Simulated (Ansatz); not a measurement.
Ligand exchange: GeH2(CH3)I + ICl → GeH2I2 + CH3Cl

Species: GeH2(CH3)I, singlet; ICl (iodine monochloride), singlet; GeH2I2 `[I][GeH2][I]`, singlet; CH3Cl `CCl`, singlet. The partners trade CH3 for I: Ge–CH3 and Cl–I bonds give way to Ge–I and Cl–CH3.

Shapes, held fixed at every level: PBE0-D4/def2-TZVP. Programs: Ansatz 0.2.0. The zero-point and thermal change to 298 K, harmonic and unscaled (PBE0-D4/def2-TZVP), is +2.5 kJ/mol.

```json
{"level": "HF/def2-SVP", "kind": "Hartree–Fock", "ΔH(298 K) (kJ/mol)": "-108.0", "less CCSD(T)/def2-TZVPP": "-16.7"}
{"level": "HF/def2-TZVPP", "kind": "Hartree–Fock", "ΔH(298 K) (kJ/mol)": "-103.9", "less CCSD(T)/def2-TZVPP": "-12.6"}
{"level": "SPW92/def2-TZVPP", "kind": "LDA", "ΔH(298 K) (kJ/mol)": "-87.3", "less CCSD(T)/def2-TZVPP": "+4.0"}
{"level": "r2SCAN-D4/def2-TZVPP", "kind": "meta-GGA", "ΔH(298 K) (kJ/mol)": "-92.5", "less CCSD(T)/def2-TZVPP": "-1.2"}
{"level": "BHLYP-D4/def2-TZVPP", "kind": "global hybrid", "ΔH(298 K) (kJ/mol)": "-96.3", "less CCSD(T)/def2-TZVPP": "-5.0"}
{"level": "PBE0-D4/def2-TZVPP", "kind": "global hybrid", "ΔH(298 K) (kJ/mol)": "-93.6", "less CCSD(T)/def2-TZVPP": "-2.3"}
{"level": "CCSD/def2-TZVPP", "kind": "coupled cluster or CI", "ΔH(298 K) (kJ/mol)": "-91.9", "less CCSD(T)/def2-TZVPP": "-0.6"}
{"level": "CCSD(T)/def2-TZVPP", "kind": "coupled cluster or CI", "ΔH(298 K) (kJ/mol)": "-91.3", "less CCSD(T)/def2-TZVPP": "0.0"}
```

The highest level, CCSD(T)/def2-TZVPP, gives ΔH(298 K) = -91.3 kJ/mol; the levels span -108.0 to -87.3. The column of differences is taken from that level and isn't an error. No measured value is set beside it here. For atoms past krypton def2 sets carry core potentials with scalar relativity. Relativity is left out for Ge. Outer-core shells of Ge, I are correlated, in sets that cover them unevenly.

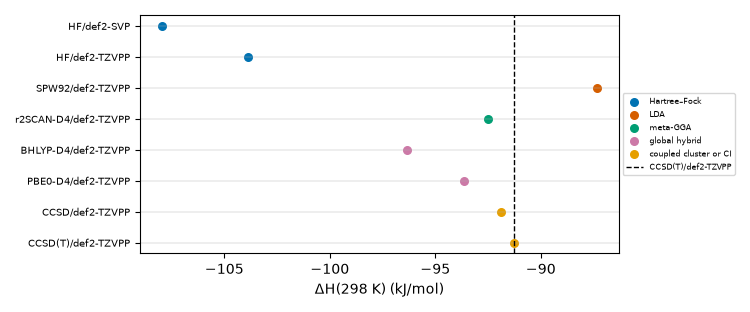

The values of the table, level by level.
